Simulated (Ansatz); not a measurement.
Input

```
crystal:
  periodic: [false, false, false]
  atoms:
    - symbol: Al
      position_ang: [-1.055240, -0.254494, -0.278009]
    - symbol: B
      position_ang: [-1.057836, -2.790939, 0.103397]
    - symbol: F
      position_ang: [-0.499456, -0.619621, -1.817070]
    - symbol: P
      position_ang: [-1.561642, -1.792628, 1.399654]
    - symbol: H
      position_ang: [-0.716091, -3.532548, -0.766420]
basis:
  gaussian:
    orbitals: def2-TZVPD
magnetization:
  spin_polarized: true
  initial_magnetization: 1
hamiltonian:
  xc: {name: PBE0}
output: {forces: true, orbitals: {seedname: orbitals}}
```

Run with:

```sh
ansatz run input.yaml --threads 1 --pin off --max-ram 2610MiB --events-out events.jsonl --progress --plain --runs-dir runs
```

Geometry: PBE0-D3(BJ)/def2-SVP.

Method: isolated molecule in a Gaussian basis; Kohn-Sham density functional theory, functional PBE0 in Ansatz.

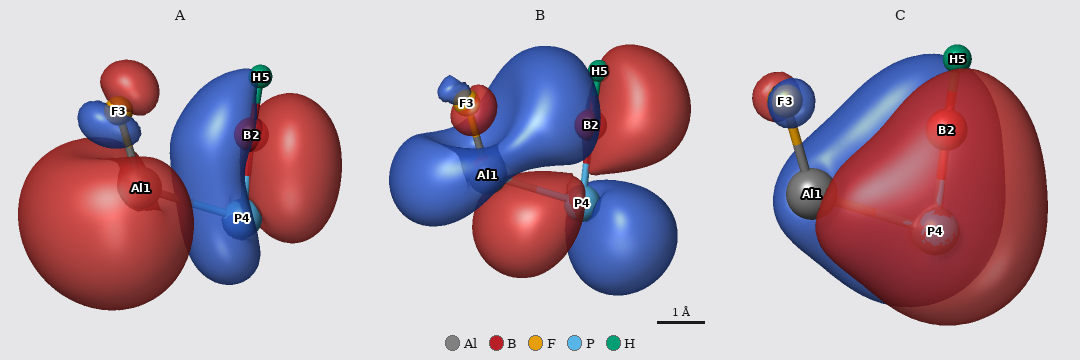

AlBFHP (SMILES B=[P][Al][F]) (doublet). Three frontier orbitals at ±0.06 Å⁻³ᐟ² (blue and red are the two phases), in no order.

Which picture is the HOMO−1, the HOMO and the LUMO? All are α orbitals.

C is the HOMO−1 (α) (−7.54 eV). It lies mainly on P4 (about 60 %) and B2 (about 25 %); it changes sign across the molecular plane (π type); π-bonding across B2–P4. A is the HOMO (α) (−6.15 eV). Its weight (Hirshfeld) is mainly on Al1 (about 65 %), P4 (about 15 %) and B2 (about 15 %); it is symmetric in the molecular plane (an in-plane orbital: σ, lone-pair or in-plane π type). B is the LUMO (α) (−2.06 eV). Its weight (Hirshfeld) is mainly on B2 (about 35 %), P4 (about 35 %) and Al1 (about 25 %); it is symmetric in the molecular plane (an in-plane orbital: σ, lone-pair or in-plane π type).

What is the gap between the highest occupied and lowest empty α orbitals?

4.09 eV between the orbital energies.
